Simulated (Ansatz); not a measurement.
**Ta2Si under a change: Si → As**

Base system: Ta₂Si (space group I4/mcm, No. 140; a = 6.135 Å, c = 5.044 Å; a cell from a computed database, its experimental status unchecked).

Now apply this change: full substitution Si → As, then cell and atoms are relaxed.

Computed with Ansatz (a quantum-chemistry and plane-wave program), PBEsol, PAW, cutoff 420 eV, without spin-orbit coupling, earlier PAW set. Settings: 12×12×12 k-points, 0.05 eV Fermi–Dirac smearing.

The volume per atom goes up by 0.77 Å³, from 15.82 Å³ to 16.59 Å³ and the density rises by 0.933 g/cm³ (13.64 g/cm³ → 14.58 g/cm³). The lattice parameter a falls by 0.132 Å (6.135 Å → 6.003 Å) and the c/a ratio grows by 0.098 (0.822 → 0.920). The space group stays I4/mcm (No. 140) and the band gap stays zero.

Final structure:

```xyz
6
Lattice="-3.0017 3.0017 2.7613 3.0017 -3.0017 2.7613 3.0017 3.0017 -2.7613" Properties=species:S:1:pos:R:3 pbc="T T T"
Ta     2.0182     0.9835     2.7613
Ta     0.9835     2.0182     0.0000
Ta    -0.9835     2.0182     2.7613
Ta     3.9853     0.9835     0.0000
As     0.0000     0.0000     1.3806
As     0.0000     0.0000     4.1419
```

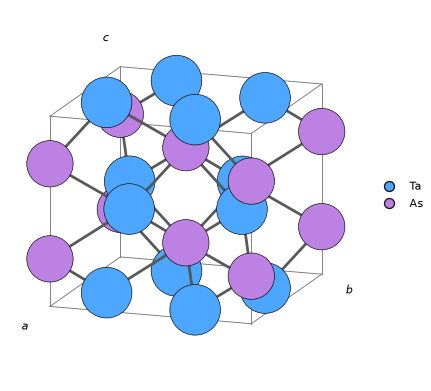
Figure. The relaxed conventional cell after the change

No phonon test of stability was made. As relaxed here, Ta2As is a hypothetical phase, not in the database extracts checked. All final runs are without spin polarisation.
